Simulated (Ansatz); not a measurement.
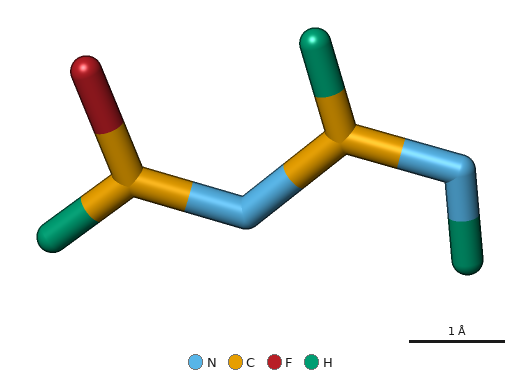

This is the input geometry for a relaxation of C2H3FN2. Style: stick. Shown at a tilt.

The start comes from PBE-D4/def2-SVP.

The calculation used Ansatz 0.2.0, RKS PBE0-D4/def2-TZVP.

The input:
```yaml
crystal:
  periodic: [false, false, false]
  atoms:
    - {symbol: N, position_ang: [0.234610, 2.071673, 0.120565]}
    - {symbol: C, position_ang: [0.347965, 0.807042, 0.272264]}
    - {symbol: N, position_ang: [-0.486316, -0.129945, -0.376212]}
    - {symbol: C, position_ang: [-0.309358, -1.376622, -0.243966]}
    - {symbol: F, position_ang: [0.661211, -1.955179, 0.494499]}
    - {symbol: H, position_ang: [-0.549525, 2.247467, -0.538368]}
    - {symbol: H, position_ang: [1.139181, 0.416372, 0.947271]}
    - {symbol: H, position_ang: [-0.945567, -2.137908, -0.732053]}
basis:
  gaussian: {orbitals: def2-TZVP}
hamiltonian: {xc: pbe0, dispersion: d4}
relax: {f_tol: 0.005, max_steps: 150}
```

Command:
```bash
ansatz run in.yaml --threads 2 --pin off --events-out ev --progress --plain --max-ram 4352MiB
```

### Predict the outcome.

N1 moves most after the best rigid fit: 0.032 Å. By element the largest moves are N 0.032 Å, F 0.032 Å, H 0.031 Å, C 0.015 Å. Among the contacts that change: C2–H7 1.111 → 1.091 Å, N1–C2 1.279 → 1.260 Å, N3–C4 1.266 → 1.248 Å, N1–H6 1.039 → 1.022 Å. Over 6 geometry steps the energy falls by 1.20 kcal/mol. Largest force component: 1.2 eV/Å at the start, 0.0038 eV/Å at the end.

The structure at the end:

```xyz
8

N     0.2286    2.0398    0.1189
C     0.3491    0.7944    0.2694
N    -0.4847   -0.1334   -0.3800
C    -0.3088   -1.3614   -0.2434
F     0.6500   -1.9258    0.4971
H    -0.5418    2.2319   -0.5251
H     1.1281    0.4115    0.9298
H    -0.9283   -2.1142   -0.7227
```
